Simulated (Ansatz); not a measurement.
# GeHBr (triplet): from Hartree-Fock to the top rungs, cc-pVTZ

Aim: climb from Hartree-Fock through coupled cluster and multireference methods for GeHBr (triplet) at one geometry and basis, and see what each rung misses.

The runs use Ansatz 0.2.0, Gaussian basis; cc-pVTZ, core rule «outside noble gas», up to 28 orbitals frozen.

To be run: UHF; CCSD(T) on ROHF; CCSD(T) on UHF; BCCD(T) on ROHF; CCSDT(Q) on ROHF; CCSDT(Q) on UHF; CASSCF and MRCISD+Q, 12 electrons in 9 orbitals; CASSCF and NEVPT2, 12 electrons in 9 orbitals.

8 further runs of the same task are left out: 2 for a known fault of the program, 6 set aside as unsound or not needed.

## (1) What is computed

The geometry is a PBE0/def2-TZVP stationary point (not a proven minimum). No spin-orbit coupling is included. The filled d shell of Ge, Br may be among the frozen orbitals whatever the setting's name suggests; the logs give the count.

3 atoms, charge 0, spin multiplicity 3.

Atoms are counted from 1 here; the program's logs count them from 0.

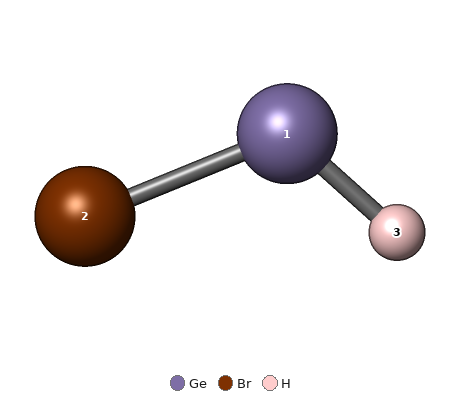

The structure; germanium purple, bromine brown, hydrogen pink; atoms are numbered from 1 in the order of the file.

In the tables R marks a restricted open-shell determinant and U an unrestricted one; 'valence' is the active space of 12 electrons in 9 orbitals; energies count from the table's Hartree-Fock row.

## (2) UHF

File in.yaml:

```yaml
crystal:
  periodic: [false, false, false]
  atoms:
    - {symbol: Ge, position_ang: [0.000000, -0.482260, 0.527082]}
    - {symbol: Br, position_ang: [0.000000, -0.416051, -1.771802]}
    - {symbol: H, position_ang: [0.000000, 0.898312, 1.244719]}
basis:
  gaussian: {orbitals: cc-pVTZ}
magnetization: {spin_polarized: true, initial_magnetization: 2}
hamiltonian: {xc: hf}
output: {orbitals: {seedname: orbitals}}
```

Run with:

```bash
$ ansatz run in.yaml --threads 1 --pin off --events-out ev --progress --plain --max-ram 4096MiB --backend cpu
```

Log:

```text
Functional definition: HF
  name "HF"
  cite "Fock, Z. Phys. 61, 126 (1930) doi:10.1007/BF01340294"
  parent pbe
  exchange = exact_x
  correlation = 0
643 factors; integrals over basis functions are off by at most 6.4e-4 eV
mean field evaluation 1: about -126489.3480 eV, gradient 8.0e0 eV
mean field evaluation 2: about -126489.3509 eV, gradient 8.0e0 eV
mean field evaluation 4: about -126490.2434 eV, gradient 2.0e0 eV
mean field evaluation 8: about -126490.3295 eV, gradient 1.9e-1 eV
mean field -126490.33090705 eV, -4648.4339226086 hartree, gradient 2.7e-5 eV, S^2 2.010020; 0 other end points of the search recorded, 0 dependent functions left out
reference -126490.33090705 eV, -4648.4339226086 hartree; 35, 33 occupied and 65, 67 virtual orbitals, 643 factors
Total energy: -126490.33090705 eV, -4648.4339226086 hartree
```

It took 2.3 s on 1 thread of AMD EPYC 7R13, shared host.

From the report: ⟨S²⟩ of the determinant 2.010 (pure triplet: 2.00).

## (3) CCSD(T) on ROHF

Changes to in.yaml since step 2:

```diff
@@ -8,4 +8,3 @@
   gaussian: {orbitals: cc-pVTZ}
-magnetization: {spin_polarized: true, initial_magnetization: 2}
-hamiltonian: {xc: hf}
-output: {orbitals: {seedname: orbitals}}
+magnetization: {spin_polarized: false, initial_magnetization: 2}
+correlation: {method: ccsd_t, electrons: outside_noble_gas}
```

The command is unchanged.

Log, shortened:

```text
Functional definition: HF
  name "HF"
  cite "Fock, Z. Phys. 61, 126 (1930) doi:10.1007/BF01340294"
  parent pbe
[...]
643 factors; integrals over basis functions are off by at most 6.4e-4 eV
[...]
mean field -126490.24454454 eV, -4648.4307488445 hartree, gradient 2.7e-6 eV, S^2 2.000000; 1 other end points of the search recorded, 0 dependent functions left out
determinant -126490.24454454 eV, -4648.4307488445 hartree, with singles and doubles -126497.49536370 eV, -4648.6972115342 hartree
determinant -126486.84185484 eV, -4648.3057023046 hartree, with singles and doubles -126494.25388555 eV, -4648.5780894092 hartree
28 core orbitals not correlated: weight in the atoms' cores, before any rotation towards them, 0.999 or more for the frozen orbitals, at most 0.000 for the correlated occupied ones
reference -126490.24454454 eV, -4648.4307488445 hartree; 7, 5 occupied and 65, 67 virtual orbitals, 643 factors
second order -6.40287245 eV of doubles, -0.04206233 eV of singles
cycle   1  -7.20098768 eV  change   -3.0e-1 eV  update   1.7e-2
[...]
cycle  10  -7.21804190 eV  change    4.0e-6 eV  update   5.5e-6
perturbative correction -0.29376290 eV, -0.0107955874 hartree
Total energy: -126497.75634933 eV, -4648.7068025791 hartree
```

It took 10 s on 1 thread of AMD EPYC 7R13, shared host; peak memory 0.35 GiB.

From the report: correlation -7.5118 eV; T1 0.024; largest double amplitude 0.03.

## (4) CCSD(T) on UHF

Changes to in.yaml since step 3:

```diff
@@ -8,3 +8,3 @@
   gaussian: {orbitals: cc-pVTZ}
-magnetization: {spin_polarized: false, initial_magnetization: 2}
+magnetization: {spin_polarized: true, initial_magnetization: 2}
 correlation: {method: ccsd_t, electrons: outside_noble_gas}
```

Same command.

Log, shortened:

```text
Functional definition: HF
  name "HF"
  cite "Fock, Z. Phys. 61, 126 (1930) doi:10.1007/BF01340294"
  parent pbe
[...]
643 factors; integrals over basis functions are off by at most 6.4e-4 eV
[...]
mean field -126490.33090705 eV, -4648.4339226086 hartree, gradient 5.5e-6 eV, S^2 2.010020; 2 other end points of the search recorded, 0 dependent functions left out
determinant -126490.33090705 eV, -4648.4339226086 hartree, with singles and doubles -126497.50881249 eV, -4648.6977057681 hartree
determinant -126487.11651202 eV, -4648.3157957699 hartree, with singles and doubles -126494.25508327 eV, -4648.5781334247 hartree
determinant -126487.06070212 eV, -4648.3137447938 hartree, with singles and doubles -126494.57312994 eV, -4648.5898214241 hartree
28 core orbitals not correlated: weight in the atoms' cores, before any rotation towards them, 0.999 or more for the frozen orbitals, at most 0.000 for the correlated occupied ones
reference -126490.33090705 eV, -4648.4339226086 hartree; 7, 5 occupied and 65, 67 virtual orbitals, 643 factors
second order -6.37628358 eV of doubles, -0.00000000 eV of singles
cycle   1  -7.12942852 eV  change   -3.0e-1 eV  update   1.7e-2
[...]
cycle  10  -7.14591877 eV  change    1.2e-6 eV  update   5.8e-6
perturbative correction -0.29161124 eV, -0.0107165155 hartree
Total energy: -126497.76843706 eV, -4648.7072467950 hartree
```

It took 11 s on 1 thread of AMD EPYC 7R13, shared host; peak memory 0.35 GiB.

From the report: ⟨S²⟩ of the determinant 2.010 (pure triplet: 2.00); correlation -7.4375 eV; T1 0.018; largest double amplitude 0.03.

## (5) BCCD(T) on ROHF

Changes to in.yaml since step 4:

```diff
@@ -8,3 +8,3 @@
   gaussian: {orbitals: cc-pVTZ}
-magnetization: {spin_polarized: true, initial_magnetization: 2}
-correlation: {method: ccsd_t, electrons: outside_noble_gas}
+magnetization: {spin_polarized: false, initial_magnetization: 2}
+correlation: {method: bccd_t, electrons: outside_noble_gas}
```

Run with:

```bash
$ ansatz run in.yaml --threads 2 --pin off --events-out ev --progress --plain --max-ram 24576MiB --backend cuda --devices 0, --max-vram 18GiB
```

Log, shortened:

```text
Functional definition: HF
  name "HF"
  cite "Fock, Z. Phys. 61, 126 (1930) doi:10.1007/BF01340294"
  parent pbe
[...]
643 factors; integrals over basis functions are off by at most 6.4e-4 eV
[...]
mean field -126490.24454454 eV, -4648.4307488445 hartree, gradient 2.7e-6 eV, S^2 2.000000; 1 other end points of the search recorded, 0 dependent functions left out
determinant -126490.24454454 eV, -4648.4307488445 hartree, with singles and doubles -126497.49536081 eV, -4648.6972114277 hartree
determinant -126486.84185484 eV, -4648.3057023046 hartree, with singles and doubles -126494.25388258 eV, -4648.5780892999 hartree
28 core orbitals not correlated: weight in the atoms' cores, before any rotation towards them, 0.999 or more for the frozen orbitals, at most 0.000 for the correlated occupied ones
reference -126490.24454454 eV, -4648.4307488445 hartree; 7, 5 occupied and 65, 67 virtual orbitals, 643 factors
second order -6.40287245 eV of doubles, -0.04206233 eV of singles
cycle   1  -7.20121718 eV  change   -3.0e-1 eV  update   1.9e-2
[...]
cycle  10  -7.21082964 eV  change   -1.9e-6 eV  update   8.4e-6
perturbative correction -0.30216726 eV, -0.0111044419 hartree
Total energy: -126497.75754143 eV, -4648.7068463878 hartree
```

Wall time 4.1 s (1 × H100 (card shared with other runs) with 2 threads of AMD EPYC 7R13, shared host); peak host memory 0.81 GiB.

From the report: correlation -7.5130 eV; largest double amplitude 0.03.

## (6) CCSDT(Q) on ROHF

Changes to in.yaml since step 5:

```diff
@@ -9,2 +9,2 @@
 magnetization: {spin_polarized: false, initial_magnetization: 2}
-correlation: {method: bccd_t, electrons: outside_noble_gas}
+correlation: {method: ccsdt_q, electrons: outside_noble_gas}
```

The command is unchanged.

Log, shortened:

```text
Functional definition: HF
  name "HF"
  cite "Fock, Z. Phys. 61, 126 (1930) doi:10.1007/BF01340294"
  parent pbe
[...]
1123 factors; integrals over basis functions are off by at most 1.7e-7 eV
[...]
mean field -126490.24458394 eV, -4648.4307502925 hartree, gradient 9.1e-6 eV, S^2 2.000000; 2 other end points of the search recorded, 0 dependent functions left out
determinant -126490.24458394 eV, -4648.4307502925 hartree, with singles and doubles -126497.49549547 eV, -4648.6972163766 hartree
determinant -126486.92347606 eV, -4648.3087018292 hartree, with singles and doubles -126494.56203220 eV, -4648.5894135898 hartree
determinant -126486.84190037 eV, -4648.3057039777 hartree, with singles and doubles -126494.25413501 eV, -4648.5780985767 hartree
28 core orbitals not correlated: weight in the atoms' cores, before any rotation towards them, 0.999 or more for the frozen orbitals, at most 0.000 for the correlated occupied ones
reference -126490.24458394 eV, -4648.4307502925 hartree; 7, 5 occupied and 65, 67 virtual orbitals, 1123 factors
second order -6.40289933 eV of doubles, -0.04206257 eV of singles
cycle   1  -6.96721911 eV  change   -5.2e-1 eV  update   8.1e-2
[...]
cycle  19  -7.54136139 eV  change   -3.9e-7 eV  update   2.4e-7
perturbative correction -0.01239366 eV, -0.0004554587 hartree
Total energy: -126497.79833899 eV, -4648.7083456706 hartree
```

Run time: 19 s. Hardware: 1 × H100 (card shared with other runs) with 2 threads of AMD EPYC 7R13, shared host; peak host memory 1.2 GiB.

From the report: correlation -7.5538 eV; T1 0.026; largest double amplitude 0.03.

## (7) CCSDT(Q) on UHF

Changes to in.yaml since step 6:

```diff
@@ -8,3 +8,3 @@
   gaussian: {orbitals: cc-pVTZ}
-magnetization: {spin_polarized: false, initial_magnetization: 2}
+magnetization: {spin_polarized: true, initial_magnetization: 2}
 correlation: {method: ccsdt_q, electrons: outside_noble_gas}
```

Launched as before.

Log, shortened:

```text
Functional definition: HF
  name "HF"
  cite "Fock, Z. Phys. 61, 126 (1930) doi:10.1007/BF01340294"
  parent pbe
[...]
1123 factors; integrals over basis functions are off by at most 1.7e-7 eV
[...]
mean field -126490.33094679 eV, -4648.4339240689 hartree, gradient 9.1e-6 eV, S^2 2.010020; 2 other end points of the search recorded, 0 dependent functions left out
determinant -126490.33094679 eV, -4648.4339240689 hartree, with singles and doubles -126497.50887109 eV, -4648.6977079216 hartree
determinant -126487.11655795 eV, -4648.3157974579 hartree, with singles and doubles -126494.25515150 eV, -4648.5781359320 hartree
determinant -126487.06074824 eV, -4648.3137464888 hartree, with singles and doubles -126494.57318703 eV, -4648.5898235223 hartree
28 core orbitals not correlated: weight in the atoms' cores, before any rotation towards them, 0.999 or more for the frozen orbitals, at most 0.000 for the correlated occupied ones
reference -126490.33094679 eV, -4648.4339240689 hartree; 7, 5 occupied and 65, 67 virtual orbitals, 1123 factors
second order -6.37630954 eV of doubles, -0.00000000 eV of singles
cycle   1  -6.90161793 eV  change   -5.3e-1 eV  update   8.0e-2
[...]
cycle  17  -7.46726945 eV  change   -1.1e-7 eV  update   6.8e-7
perturbative correction -0.01356331 eV, -0.0004984423 hartree
Total energy: -126497.81177955 eV, -4648.7088396019 hartree
```

Run time: 17 s. Hardware: 1 × H100 (card shared with other runs) with 2 threads of AMD EPYC 7R13, shared host; peak host memory 1.1 GiB.

From the report: ⟨S²⟩ of the determinant 2.010 (pure triplet: 2.00); correlation -7.4808 eV; T1 0.020; largest double amplitude 0.03.

## (8) CASSCF and MRCISD+Q, 12 electrons in 9 orbitals

File in.yaml:

```yaml
crystal:
  periodic: [false, false, false]
  atoms:
    - {symbol: Ge, position_ang: [0.000000, -0.482260, 0.527082]}
    - {symbol: Br, position_ang: [0.000000, -0.416051, -1.771802]}
    - {symbol: H, position_ang: [0.000000, 0.898312, 1.244719]}
basis:
  gaussian: {orbitals: cc-pVTZ}
magnetization: {spin_polarized: false, initial_magnetization: 2}
correlation: {method: fic_mrcisd_q, electrons: outside_noble_gas, active_space: {window: {electrons: 12, orbitals: 9}, shells: [{species: Br, l: s, shell: 4}, {species: Br, l: p, shell: 4}, {species: Ge, l: s, shell: 4}, {species: Ge, l: p, shell: 4}, {species: H, l: s, shell: 1}]}}
```

Launched as before.

Log, shortened:

```text
Functional definition: HF
  name "HF"
  cite "Fock, Z. Phys. 61, 126 (1930) doi:10.1007/BF01340294"
  parent pbe
[...]
1123 factors; integrals over basis functions are off by at most 1.7e-7 eV
[...]
mean field -126490.24458394 eV, -4648.4307502925 hartree, gradient 9.1e-6 eV, S^2 2.000000; 0 other end points of the search recorded, 0 dependent functions left out
reference -126490.24458394 eV, -4648.4307502925 hartree; 35, 33 occupied and 65, 67 virtual orbitals, 1123 factors
state -126491.14979758 eV, -4648.4640162805 hartree
contracted CI cycle   1: correlation 0.00000000 eV, 0.0000000000 hartree, residual 2.12e1 eV
contracted CI cycle   2: correlation -5.72966713 eV, -0.2105613833 hartree, residual 3.77e0 eV
contracted CI cycle   3: correlation -5.93466641 eV, -0.2180949678 hartree, residual 8.00e-1 eV
contracted CI cycle   4: correlation -5.94398115 eV, -0.2184372783 hartree, residual 1.91e-1 eV
contracted CI cycle   5: correlation -5.94448871 eV, -0.2184559306 hartree, residual 4.68e-2 eV
contracted CI cycle   6: correlation -5.94451734 eV, -0.2184569828 hartree, residual 1.07e-2 eV
contracted CI cycle   7: correlation -5.94451877 eV, -0.2184570355 hartree, residual 2.79e-3 eV
contracted CI cycle   8: correlation -5.94451887 eV, -0.2184570390 hartree, residual 7.46e-4 eV
state -126491.14979758 eV, -4648.4640162805 hartree; corrected -126497.66958702 eV, -4648.7036141228 hartree
Total energy: -126497.66958702 eV, -4648.7036141228 hartree
Checks for a lower state left out: starts, orbital_swaps
```

It took 4.2 s on 1 × H100 (card shared with other runs) with 2 threads of AMD EPYC 7R13, shared host; peak host memory 0.87 GiB.

From the report: 3,528 determinants; active occupations 2.00, 2.00, 2.00, 1.98, 1.97, 1.00, 1.00, 0.03, 0.02.

## (9) CASSCF and NEVPT2, 12 electrons in 9 orbitals

File in.yaml:

```yaml
crystal:
  periodic: [false, false, false]
  atoms:
    - {symbol: Ge, position_ang: [0.000000, -0.482260, 0.527082]}
    - {symbol: Br, position_ang: [0.000000, -0.416051, -1.771802]}
    - {symbol: H, position_ang: [0.000000, 0.898312, 1.244719]}
basis:
  gaussian: {orbitals: cc-pVTZ}
magnetization: {spin_polarized: false, initial_magnetization: 2}
correlation: {method: sc_nevpt2, electrons: outside_noble_gas, active_space: {window: {electrons: 12, orbitals: 9}, shells: [{species: Br, l: s, shell: 4}, {species: Br, l: p, shell: 4}, {species: Ge, l: s, shell: 4}, {species: Ge, l: p, shell: 4}, {species: H, l: s, shell: 1}]}}
```

Run with:

```bash
$ ansatz run in.yaml --threads 1 --pin off --events-out ev --progress --plain --max-ram 4096MiB --backend cpu
```

Log:

```text
Functional definition: HF
  name "HF"
  cite "Fock, Z. Phys. 61, 126 (1930) doi:10.1007/BF01340294"
  parent pbe
  exchange = exact_x
  correlation = 0
1123 factors; integrals over basis functions are off by at most 1.7e-7 eV
mean field evaluation 1: about -126489.3174 eV, gradient 9.9e0 eV
mean field evaluation 2: about -126489.3220 eV, gradient 9.9e0 eV
mean field evaluation 4: about -126490.1810 eV, gradient 2.1e0 eV
mean field evaluation 8: about -126490.2446 eV, gradient 1.2e-3 eV
mean field -126490.24458394 eV, -4648.4307502925 hartree, gradient 9.1e-6 eV, S^2 2.000000; 0 other end points of the search recorded, 0 dependent functions left out
reference -126490.24458394 eV, -4648.4307502925 hartree; 35, 33 occupied and 65, 67 virtual orbitals, 1123 factors
state -126491.14979758 eV, -4648.4640162805 hartree
state -126491.14979758 eV, -4648.4640162805 hartree; corrected -126496.26135327 eV, -4648.6518624870 hartree
Total energy: -126496.26135327 eV, -4648.6518624870 hartree
Checks for a lower state left out: starts, orbital_swaps
```

Run time: 10 s. Hardware: 1 thread of AMD EPYC 7R13, shared host; peak memory 0.34 GiB.

From the report: 3,528 determinants; active occupations 2.00, 2.00, 2.00, 1.98, 1.97, 1.00, 1.00, 0.03, 0.02.

## (10) How many determinants matter

Natural occupations of the CASSCF valence state about the gap (report; correlated orbitals 3 to 9): 1.995, 1.981, 1.969, 1.004, 1.002, 0.031, 0.021. The count of effectively unpaired electrons, Σ n²(2 − n)², is 2.01; a single determinant of this spin has 2.

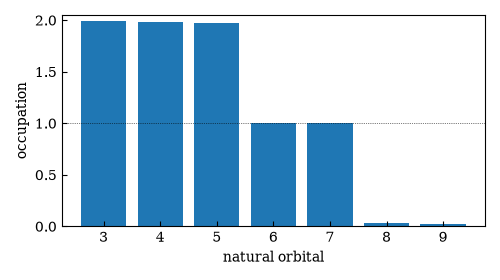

Natural occupations of the CASSCF valence state.

## (11) Misses and costs

The yardstick is UCCSDT(Q), where the cluster series has nearly closed. Rows without a time come out of other runs: HF, MP2 and CCSD of CCSD(T), CCSDT of CCSDT(Q), CASSCF and MRCISD of the multireference runs.

Differences are taken before rounding.

| method | energy from the lowest ROHF (meV) | from UCCSDT(Q) (meV) | time |
| --- | --- | --- | --- |
| ROHF | 0.0 | +7567.2 |  |
| UHF | -86.4 | +7480.9 |  |
| RMP2 | -6444.9 | +1122.3 |  |
| UMP2 | -6462.6 | +1104.6 |  |
| RCCSD | -7218.0 | +349.2 |  |
| UCCSD | -7232.3 | +335.0 |  |
| RCCSD(T) | -7511.8 | +55.4 | 10 s |
| UCCSD(T) | -7523.9 | +43.3 | 11 s |
| BCCD(T) | -7513.0 | +54.2 | 4.1 s (GPU) |
| RCCSDT | -7541.4 | +25.8 |  |
| UCCSDT | -7553.7 | +13.6 |  |
| RCCSDT(Q) | -7553.8 | +13.4 | 19 s (GPU) |
| UCCSDT(Q) | -7567.2 | 0 | 17 s (GPU) |
| CASSCF valence | -905.3 | +6662.0 |  |
| NEVPT2 valence | -6016.8 | +1550.4 | 10 s |
| MRCISD valence | -6849.8 | +717.5 |  |
| MRCISD+Q valence | -7425.0 | +142.2 | 4.2 s (GPU) |

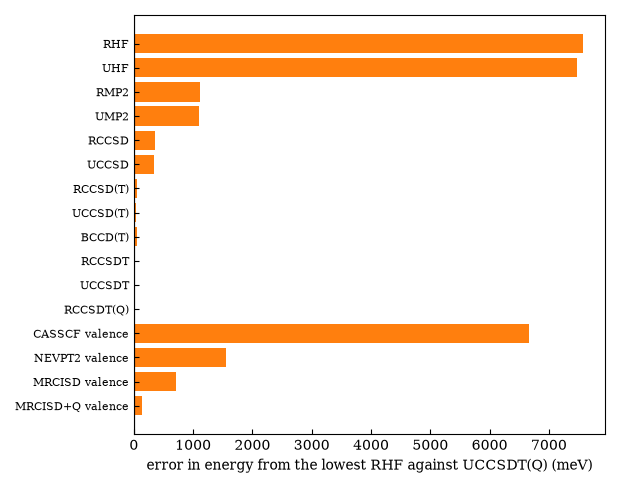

Deviations from UCCSDT(Q), method by method.

Some runs used a GPU and others CPU threads alone; cost is compared among the CPU runs only.

With the free atoms at the same levels and basis (separate runs), the atomisation energy is 4.824 eV at UCCSDT(Q), 4.814 eV at RCCSD(T), 4.813 eV at UCCSD(T), 3.633 eV at ROHF.

## (12) What came out

| quantity | value |
| --- | --- |
| UCCSDT(Q) from the ROHF energy | -7.5672 eV |
| RMP2 from UCCSDT(Q) | +1122.3 meV |
| UMP2 from UCCSDT(Q) | +1104.6 meV |
| RCCSD from UCCSDT(Q) | +349.2 meV |
| RCCSD(T) from UCCSDT(Q) | +55.4 meV |
| UCCSD(T) from UCCSDT(Q) | +43.3 meV |
| RCCSDT(Q) from UCCSDT(Q) | +13.4 meV |
| NEVPT2 valence from UCCSDT(Q) | +1550.4 meV |
| MRCISD+Q valence from UCCSDT(Q) | +142.2 meV |
| levels within 1 kcal/mol (43 meV) | UCCSD(T), RCCSDT, UCCSDT, RCCSDT(Q) |
| T1 diagnostic | 0.024 |
| effectively unpaired electrons | 2.01 |

**Reading.** RCCSD(T) lands +55.4 meV from the yardstick (0.7 % of the correlation energy). One determinant dominates. Of the multireference levels listed MRCISD+Q valence comes nearest in total energy (+142.2 meV), which doesn't show that its space is the better one. These misses are within one basis, not against nature; the frozen cores of restricted and unrestricted runs differ, which can shift their rows.
